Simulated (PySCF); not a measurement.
# C5H5BN2: excited states, first hyperpolarisability

Aim: compute the excited states, first hyperpolarisability of C5H5BN2 (`[C-]#[N+]B1C=CC=CN1`).

Programs: PySCF 2.14.0, with routines of our own; each step states its level. All values are computed. Atoms count from 0.

## 1. The starting structure

13 atoms, charge 0, multiplicity 1; geometry from: GFN2-xTB.

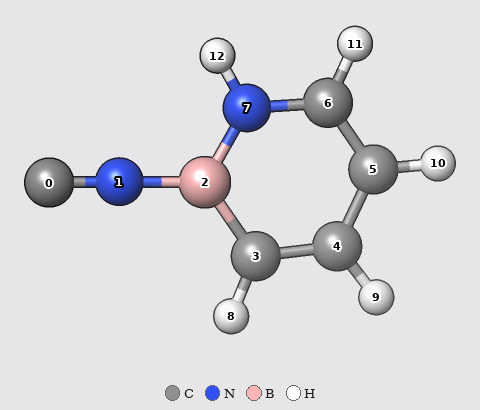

The starting geometry (carbon grey, nitrogen blue, boron pink, hydrogen white).

## 2. Geometry optimisation at PBE0-D3(BJ)/def2-SVP

The job: settings as JSON, then the geometry in Å.

```
{"job": {"xc": "PBE0", "basis": "def2-SVP", "d3": "d3bj", "grid": 2, "kind": "geom"}, "charge": 0, "multiplicity": 1}
C      3.694736     0.206114    -0.282515
N      2.530551     0.127907    -0.192219
B      1.114248     0.005796    -0.086725
C      0.339066    -1.295444    -0.094782
C     -1.018834    -1.237245     0.013495
C     -1.694031    -0.001625     0.131719
C     -1.004377     1.170691     0.139367
N      0.344128     1.191290     0.034480
H      0.806760    -2.266584    -0.182956
H     -1.617851    -2.139080     0.010951
H     -2.768769     0.013678     0.216758
H     -1.511584     2.121913     0.228724
H      0.781568     2.103074     0.045974
```

On the command line:

```console
OMP_NUM_THREADS=1 python excited_run.py task.json out
```

The driver reads the jobs from task.json and runs them one after another.

The log of the run:

```text
step   0  E = -327.31501686  max force = 0.014952
step   1  E = -327.31659090  max force = 0.002325
step   2  E = -327.31659928  max force = 0.000624
step   3  E = -327.31659634  max force = 0.001547
step   4  E = -327.31660136  max force = 0.000249
optimisation converged
```

It took 40 s on 1 thread of Arm Neoverse V1, shared host; peak memory 0.74 GiB.

Step by step:

```
step  energy from step 0 (eV)  largest force component (eV/Å)
   0                   0.0000                          0.7689
   1                  -0.0428                          0.1196
   2                  -0.0431                          0.0321
   3                  -0.0430                          0.0795
   4                  -0.0431                          0.0128
```

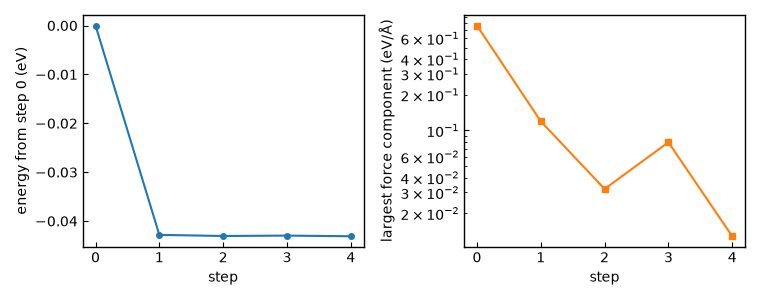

Energy and largest force along the relaxation.

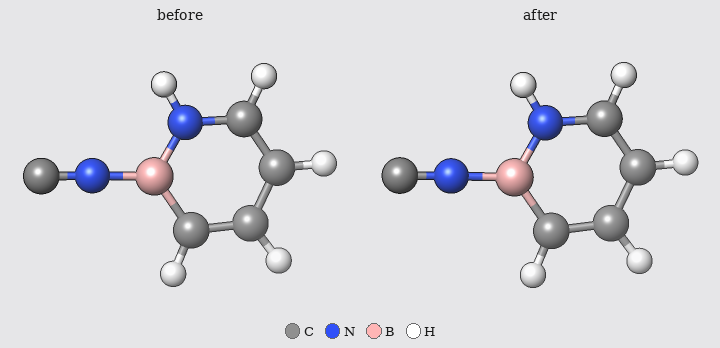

Before and after, at one scale.

Distances of close pairs at the start and the end, largest changes first:

| bond | before (Å) | after (Å) | change (Å) |
| --- | --- | --- | --- |
| N1–B2 | 1.425 | 1.455 | +0.029 |
| C4–H9 | 1.083 | 1.096 | +0.013 |
| B2–N7 | 1.419 | 1.431 | +0.012 |
| C5–H10 | 1.078 | 1.091 | +0.012 |
| C3–C4 | 1.363 | 1.376 | +0.012 |
| C3–H8 | 1.081 | 1.093 | +0.011 |
| C6–H11 | 1.082 | 1.092 | +0.011 |
| C4–C5 | 1.413 | 1.422 | +0.008 |

The final coordinates are the input of the step that follows.

```
                         at the end point                value
  point group (found at 0.08 Å tolerance)                   Cs
rotational constants (GHz, main isotopes)  5.353, 1.551, 1.203
                        dipole moment (D)                 4.76
```

## 3. Excited states: TDA CAM-B3LYP/def2-TZVP

The job: settings as JSON, then the geometry in Å.

```
{"job": {"kind": "states", "xc": "CAM-B3LYP", "basis": "def2-TZVP", "tda": true, "soc": true, "nstates": 6, "ntriplets": 5, "nquad": 4}, "charge": 0, "multiplicity": 1}
C      3.714952     0.251043    -0.430868
N      2.545441     0.153913    -0.343032
B      1.101424     0.014594    -0.235921
C      0.327823    -1.280805    -0.241253
C     -1.041196    -1.207447    -0.128897
C     -1.725631     0.032815    -0.010724
C     -1.023834     1.207694    -0.006041
N      0.329145     1.213436    -0.113233
H      0.802408    -2.261176    -0.329203
H     -1.645444    -2.121253    -0.127877
H     -2.812207     0.062210     0.077113
H     -1.520489     2.176436     0.083269
H      0.785836     2.119011    -0.102790
```

Level: TDA CAM-B3LYP/def2-TZVP excited states, vertical, gas phase, spin-orbit mean-field couplings.

The log of the run:

```text
coarse grid: 11744 points
cycle   1  E = -327.8432401025  dE =  1.437e+00  |g| = 4.187e-01  |ddm| = 2.978e+00
cycle   2  E = -327.8482387614  dE = -4.999e-03  |g| = 4.252e-01  |ddm| = 6.305e-01
cycle   3  E = -327.8886937497  dE = -4.045e-02  |g| = 9.818e-02  |ddm| = 3.123e-01
cycle   4  E = -327.8903527476  dE = -1.659e-03  |g| = 5.269e-02  |ddm| = 7.684e-02
cycle   5  E = -327.8909362830  dE = -5.835e-04  |g| = 1.224e-02  |ddm| = 3.378e-02
cycle   6  E = -327.8909684085  dE = -3.213e-05  |g| = 2.909e-03  |ddm| = 9.243e-03
cycle   7  E = -327.8909712677  dE = -2.859e-06  |g| = 1.479e-03  |ddm| = 3.545e-03
final grid: 116096 points
cycle   8  E = -327.8811781897  dE = -4.603e-05  |g| = 5.955e-03  |ddm| = 7.218e-02
cycle   9  E = -327.8811762804  dE =  1.909e-06  |g| = 6.895e-03  |ddm| = 7.708e-03
cycle  10  E = -327.8811855937  dE = -9.313e-06  |g| = 8.490e-04  |ddm| = 3.546e-03
cycle  11  E = -327.8811857470  dE = -1.532e-07  |g| = 3.745e-04  |ddm| = 7.555e-04
cycle  12  E = -327.8811857816  dE = -3.458e-08  |g| = 1.599e-04  |ddm| = 2.982e-04
cycle  13  E = -327.8811857877  dE = -6.164e-09  |g| = 4.363e-05  |ddm| = 1.243e-04
cycle  14  E = -327.8811857888  dE = -1.071e-09  |g| = 1.987e-05  |ddm| = 7.317e-05
cycle  15  E = -327.8811857890  dE = -2.184e-10  |g| = 7.764e-06  |ddm| = 3.379e-05
converged SCF energy = -327.8811857890

Singlet excitations
state   eV       nm        f     d(h-e)  d(exc)  Lambda  PR(NTO)  |dmu|/D   mu/D   main configurations
  1   5.2085   238.0   0.26196   0.424   2.867   0.752   1.259    1.209    5.861   H->L 0.87
  2   6.0625   204.5   0.19660   0.588   3.130   0.791   1.385    1.700    6.190   H->L+1 0.82, H-1->L 0.12
  3   6.4996   190.8   0.00059   1.575   3.590   0.332   1.018    5.664    6.408   H->L+2 0.96
  4   6.6818   185.6   0.00058   0.557   2.810   0.486   1.156    1.485    3.249   H-3->L 0.79, H-2->L 0.09
  5   7.0660   175.5   0.00137   2.132   3.689   0.321   1.288                     H->L+3 0.79
  6   7.1458   173.5   0.04836   1.775   3.181   0.388   1.196                     H-2->L 0.41, H-2->L+1 0.41, H-3->L 0.09

Triplet excitations (Tamm-Dancoff)
state   eV     d(h-e)  d(exc)  Lambda  PR(NTO)   main configurations
  1   3.3569   0.180   2.576   0.778   1.046   H->L 0.83, H->L+1 0.13
  2   4.3842   0.721   2.964   0.792   1.067   H->L+1 0.78, H->L 0.13
  3   4.9730   0.221   2.425   0.736   1.114   H-1->L 0.88
  4   5.2783   1.091   2.348   0.417   1.005   H-2->L+1 0.50, H-2->L 0.24, H-2->L+6 0.20
  5   5.8768   0.677   1.849   0.616   1.003   H-2->L+3 0.89
S1 - T1 = 1.8516 eV

Spin-orbit couplings |<S|Hso|T>| (cm-1)
             T1       T2       T3       T4       T5
S0        0.050    0.011    0.021   19.259   22.332
S1        0.026    0.054    0.007    0.479    0.274
S2        0.052    0.034    0.006    0.693    0.455
S3        2.225    2.413    1.082    0.033    0.184
S4        1.500    0.818    1.802    1.495    2.130
S5        1.240    3.351    0.272    0.719    0.370
S6        0.668    0.833    1.481    0.220   12.165
T1 sublevels (cm-1): 0.000 0.000 0.000   radiative rates (1/s): 0.00093 0.000975 0.00104
```

Run time: 67 s. Hardware: 1 thread of Arm Neoverse V1, shared host; peak memory 1.1 GiB.

In short:

| quantity | value |
| --- | --- |
| S1 less T1 | 1.85 eV |

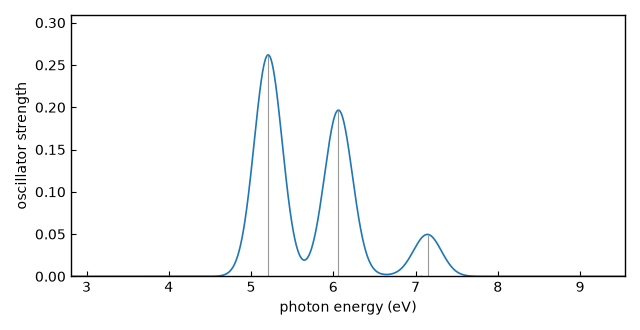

Absorption lines of the singlets. Lines are broadened to a width of 0.40 eV (Gaussian).

## 4. Excited states: TDDFT CAM-B3LYP/aug-cc-pVDZ

Settings changed since step 3:

```diff
@@ -1,2 +1,2 @@
-{"job": {"kind": "states", "xc": "CAM-B3LYP", "basis": "def2-TZVP", "tda": true, "soc": true, "nstates": 6, "ntriplets": 5, "nquad": 4}, "charge": 0, "multiplicity": 1}
+{"job": {"kind": "states", "xc": "CAM-B3LYP", "basis": "aug-cc-pVDZ", "tpa": true, "nstates": 8, "nquad": 6, "ntriplets": 0}, "charge": 0, "multiplicity": 1}
 C      3.714952     0.251043    -0.430868
```

Method: TDDFT CAM-B3LYP/aug-cc-pVDZ excited states, vertical, gas phase, two-photon moments by quadratic response.

The log of the run:

```text
coarse grid: 11744 points
cycle   1  E = -327.7231584204  dE =  1.483e+00  |g| = 3.892e-01  |ddm| = 1.696e+01
cycle   2  E = -327.7280055745  dE = -4.847e-03  |g| = 4.013e-01  |ddm| = 2.827e+00
cycle   3  E = -327.7660097893  dE = -3.800e-02  |g| = 8.975e-02  |ddm| = 1.240e+00
cycle   4  E = -327.7674766463  dE = -1.467e-03  |g| = 4.788e-02  |ddm| = 2.504e-01
cycle   5  E = -327.7679877931  dE = -5.111e-04  |g| = 1.123e-02  |ddm| = 1.404e-01
cycle   6  E = -327.7680169883  dE = -2.920e-05  |g| = 2.666e-03  |ddm| = 3.683e-02
cycle   7  E = -327.7680194855  dE = -2.497e-06  |g| = 1.328e-03  |ddm| = 8.708e-03
final grid: 116096 points
cycle   8  E = -327.7949565979  dE = -1.966e-05  |g| = 5.269e-03  |ddm| = 1.905e-01
cycle   9  E = -327.7949549896  dE =  1.608e-06  |g| = 6.253e-03  |ddm| = 3.023e-02
cycle  10  E = -327.7949632258  dE = -8.236e-06  |g| = 7.057e-04  |ddm| = 1.277e-02
cycle  11  E = -327.7949633513  dE = -1.254e-07  |g| = 2.448e-04  |ddm| = 2.510e-03
cycle  12  E = -327.7949633687  dE = -1.748e-08  |g| = 1.432e-04  |ddm| = 7.909e-04
cycle  13  E = -327.7949633743  dE = -5.521e-09  |g| = 3.360e-05  |ddm| = 3.621e-04
cycle  14  E = -327.7949633750  dE = -6.930e-10  |g| = 1.738e-05  |ddm| = 1.481e-04
converged SCF energy = -327.7949633750

Singlet excitations
state   eV       nm        f     d(h-e)  d(exc)  Lambda  PR(NTO)  |dmu|/D   mu/D   delta(TPA)   sigma/GM   main configurations
  1   4.9366   251.2   0.19916   0.325   2.872   0.734   1.281    0.878    5.510       76.66      0.684   H->L 0.94
  2   5.6779   218.4   0.00084   1.780   4.343   0.233   1.012    7.639    5.671       73.28      0.865   H->L+1 0.92
  3   5.8041   213.6   0.18570   0.641   3.216   0.763   1.366    1.818    6.335      196.31      2.423   H->L+2 0.88, H-1->L 0.08
  4   6.3742   194.5   0.00039   0.959   4.759   0.169   1.035    4.911    3.174       19.58      0.291   H->L+3 0.92
  5   6.5597   189.0   0.02561   0.920   4.645   0.216   1.083    4.836    0.544       13.97      0.220   H->L+4 0.81
  6   6.6361   186.8   0.00215   0.585   2.909   0.468   1.207    1.638    3.089        1.60      0.026   H-3->L 0.74, H-2->L 0.10
  7   6.8618   180.7   0.04647   0.543   4.494   0.272   1.108                                            H->L+5 0.89
  8   6.9650   178.0   0.00627   0.177   3.987   0.268   1.470                                            H->L+9 0.29, H->L+8 0.22, H->L+7 0.19
```

Run time: 62 s. Hardware: 1 thread of Arm Neoverse V1, shared host; peak memory 0.98 GiB.

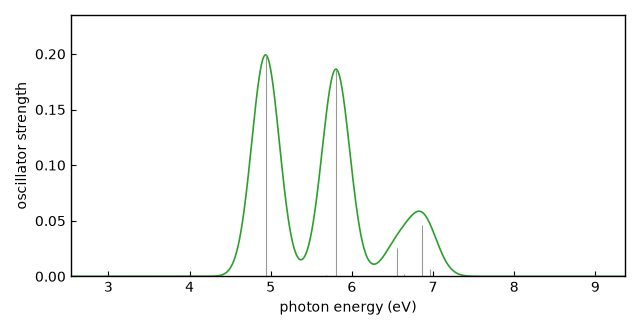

Absorption lines of the singlets. Lines are broadened to a width of 0.40 eV (Gaussian).

## 5. First hyperpolarisability: quadratic response CAM-B3LYP/aug-cc-pVDZ

Settings changed since step 4:

```diff
@@ -1,2 +1,2 @@
-{"job": {"kind": "states", "xc": "CAM-B3LYP", "basis": "aug-cc-pVDZ", "tpa": true, "nstates": 8, "nquad": 6, "ntriplets": 0}, "charge": 0, "multiplicity": 1}
+{"job": {"kind": "beta", "xc": "CAM-B3LYP", "basis": "aug-cc-pVDZ"}, "charge": 0, "multiplicity": 1}
 C      3.714952     0.251043    -0.430868
```

Level: quadratic response CAM-B3LYP/aug-cc-pVDZ first hyperpolarisability, Taylor convention, gas phase.

The log of the run:

```text
coarse grid: 11744 points
cycle   1  E = -327.7231584204  dE =  1.483e+00  |g| = 3.892e-01  |ddm| = 1.696e+01
cycle   2  E = -327.7280055745  dE = -4.847e-03  |g| = 4.013e-01  |ddm| = 2.827e+00
cycle   3  E = -327.7660097893  dE = -3.800e-02  |g| = 8.975e-02  |ddm| = 1.240e+00
cycle   4  E = -327.7674766463  dE = -1.467e-03  |g| = 4.788e-02  |ddm| = 2.504e-01
cycle   5  E = -327.7679877931  dE = -5.111e-04  |g| = 1.123e-02  |ddm| = 1.404e-01
cycle   6  E = -327.7680169883  dE = -2.920e-05  |g| = 2.666e-03  |ddm| = 3.683e-02
cycle   7  E = -327.7680194855  dE = -2.497e-06  |g| = 1.328e-03  |ddm| = 8.708e-03
final grid: 116096 points
cycle   8  E = -327.7949565979  dE = -1.966e-05  |g| = 5.269e-03  |ddm| = 1.905e-01
cycle   9  E = -327.7949549896  dE =  1.608e-06  |g| = 6.253e-03  |ddm| = 3.023e-02
cycle  10  E = -327.7949632258  dE = -8.236e-06  |g| = 7.057e-04  |ddm| = 1.277e-02
cycle  11  E = -327.7949633513  dE = -1.254e-07  |g| = 2.448e-04  |ddm| = 2.510e-03
cycle  12  E = -327.7949633687  dE = -1.748e-08  |g| = 1.432e-04  |ddm| = 7.909e-04
cycle  13  E = -327.7949633743  dE = -5.521e-09  |g| = 3.360e-05  |ddm| = 3.621e-04
cycle  14  E = -327.7949633750  dE = -6.930e-10  |g| = 1.738e-05  |ddm| = 1.481e-04
converged SCF energy = -327.7949633750

Lowest singlets (eV, f): 4.9366 0.1992  5.6779 0.0008  5.8041 0.1857

First hyperpolarisability (au)
process     nm      |vector|   parallel      HRS      DR
static         -      287.39     170.16     117.61   5.205
shg       1907.0      312.68     185.17      128.3   5.071
eope      1907.0      295.44     174.94          -       -
shg       1064.0      383.44     227.21     158.29   4.761
eope      1064.0      314.60     186.31          -       -
```

It took 43 s on 1 thread of Arm Neoverse V1, shared host; peak memory 0.86 GiB.

## 6. Excited states: TDA CAM-B3LYP/def2-TZVP in chloroform

Settings changed since step 5:

```diff
@@ -1,2 +1,2 @@
-{"job": {"kind": "beta", "xc": "CAM-B3LYP", "basis": "aug-cc-pVDZ"}, "charge": 0, "multiplicity": 1}
+{"job": {"kind": "states", "xc": "CAM-B3LYP", "basis": "def2-TZVP", "tda": true, "soc": true, "nstates": 6, "ntriplets": 5, "nquad": 4, "solvent": "chloroform"}, "charge": 0, "multiplicity": 1}
 C      3.714952     0.251043    -0.430868
```

With the program's defaults for keys left out, this is: TDA CAM-B3LYP/def2-TZVP excited states, vertical, IEF-PCM chloroform (non-equilibrium response), spin-orbit mean-field couplings.

The log of the run:

```text
coarse grid: 11744 points
cycle   1  E = -327.8552654538  dE =  1.425e+00  |g| = 4.056e-01  |ddm| = 2.977e+00
cycle   2  E = -327.8640083582  dE = -8.743e-03  |g| = 3.960e-01  |ddm| = 5.454e-01
cycle   3  E = -327.8977318485  dE = -3.372e-02  |g| = 9.084e-02  |ddm| = 2.558e-01
cycle   4  E = -327.8990780711  dE = -1.346e-03  |g| = 5.080e-02  |ddm| = 7.222e-02
cycle   5  E = -327.8996298427  dE = -5.518e-04  |g| = 9.266e-03  |ddm| = 3.168e-02
cycle   6  E = -327.8996491128  dE = -1.927e-05  |g| = 2.350e-03  |ddm| = 7.632e-03
cycle   7  E = -327.8996511085  dE = -1.996e-06  |g| = 1.070e-03  |ddm| = 3.113e-03
final grid: 116096 points
cycle   8  E = -327.8898065514  dE = -4.678e-05  |g| = 5.507e-03  |ddm| = 7.205e-02
cycle   9  E = -327.8898061165  dE =  4.349e-07  |g| = 5.934e-03  |ddm| = 7.113e-03
cycle  10  E = -327.8898129719  dE = -6.855e-06  |g| = 7.064e-04  |ddm| = 2.975e-03
cycle  11  E = -327.8898130751  dE = -1.032e-07  |g| = 3.347e-04  |ddm| = 6.345e-04
cycle  12  E = -327.8898131031  dE = -2.792e-08  |g| = 1.273e-04  |ddm| = 2.757e-04
cycle  13  E = -327.8898131071  dE = -4.026e-09  |g| = 4.192e-05  |ddm| = 1.011e-04
cycle  14  E = -327.8898131080  dE = -9.180e-10  |g| = 1.560e-05  |ddm| = 6.613e-05
converged SCF energy = -327.8898131080

Singlet excitations
state   eV       nm        f     d(h-e)  d(exc)  Lambda  PR(NTO)  |dmu|/D   mu/D   main configurations
  1   5.0480   245.6   0.34161   0.528   2.930   0.741   1.199    1.798    7.441   H->L 0.90
  2   5.8804   210.8   0.27983   0.800   3.218   0.801   1.254    2.720    8.227   H->L+1 0.88
  3   6.6509   186.4   0.00239   2.004   3.773   0.321   1.071    7.607   12.822   H->L+2 0.79, H->L+3 0.14
  4   6.6806   185.6   0.00034   0.384   2.798   0.517   1.187    1.051    5.114   H-2->L 0.50, H-3->L 0.40
  5   6.8232   181.7   0.00290   1.488   3.689   0.368   1.073                     H->L+3 0.81, H->L+2 0.12
  6   7.1498   173.4   0.44369   0.752   2.976   0.689   1.680                     H-1->L 0.63, H->L+5 0.13, H-1->L+1 0.10

Triplet excitations (Tamm-Dancoff)
state   eV     d(h-e)  d(exc)  Lambda  PR(NTO)   main configurations
  1   3.4215   0.158   2.597   0.769   1.040   H->L 0.73, H->L+1 0.23
  2   4.2679   0.874   3.032   0.788   1.081   H->L+1 0.65, H->L 0.23
  3   4.9648   0.192   2.433   0.698   1.127   H-1->L 0.80, H-1->L+1 0.11
  4   5.5023   1.032   2.306   0.520   1.006   H-2->L+1 0.25, H-2->L 0.24, H-3->L+1 0.17
  5   6.0364   0.670   1.857   0.630   1.003   H-2->L+2 0.54, H-3->L+2 0.37
S1 - T1 = 1.6265 eV

Spin-orbit couplings |<S|Hso|T>| (cm-1)
             T1       T2       T3       T4       T5
S0        0.052    0.006    0.020   19.695   22.451
S1        0.027    0.051    0.014    0.652    0.295
S2        0.051    0.035    0.003    0.855    0.471
S3        2.281    5.347    0.713    0.066    0.378
S4        1.836    0.387    2.177    1.590    1.573
S5        1.079    2.479    0.341    0.119    0.072
S6        0.014    0.017    0.006    0.203    0.458
T1 sublevels (cm-1): 0.000 0.000 0.000   radiative rates (1/s): 0.00146 0.00422 0.00266
```

Run time: 70 s. Hardware: 1 thread of Arm Neoverse V1, shared host; peak memory 1.1 GiB.

In short:

```csv
quantity,value
S1 less T1,1.63 eV
```

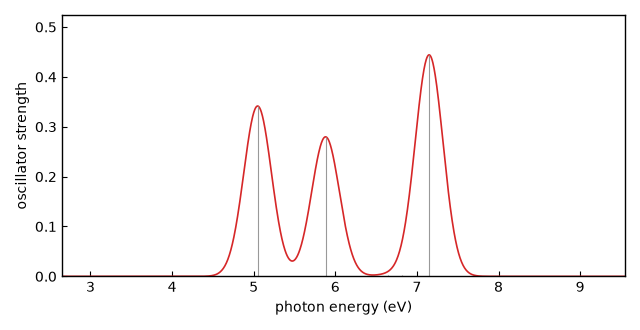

Absorption lines of the singlets. Lines are broadened to a width of 0.40 eV (Gaussian).

## 7. Summary of results

```
                                                   quantity                                                value
                                                point group                                                   Cs
                       rotational constants (main isotopes)                                 5.35, 1.55, 1.20 GHz
               S1 less T1 (step 3, TDA CAM-B3LYP/def2-TZVP)                                              1.85 eV
β vector (step 5, quadratic response CAM-B3LYP/aug-cc-pVDZ)  static 287, SHG 1907.0 nm 313, SHG 1064.0 nm 383 au
 S1 less T1 (step 6, TDA CAM-B3LYP/def2-TZVP in chloroform)                                              1.63 eV
```

Relaxing lowered the energy by 0.043 eV in 4 steps; the close pair that moved most is N1–B2, from 1.425 to 1.455 Å. In step 3, the number of triplets below S1 is 3, and the largest singlet-triplet spin-orbit coupling is S0–T5, 22.33 cm⁻¹. β grows from 287 au (static) to 383 au for doubling at 1064.0 nm: normal dispersion, which grows as twice the photon energy moves toward the bright states. In step 6, the number of triplets below S1 is 3, and the largest singlet-triplet spin-orbit coupling is S0–T5, 22.45 cm⁻¹.
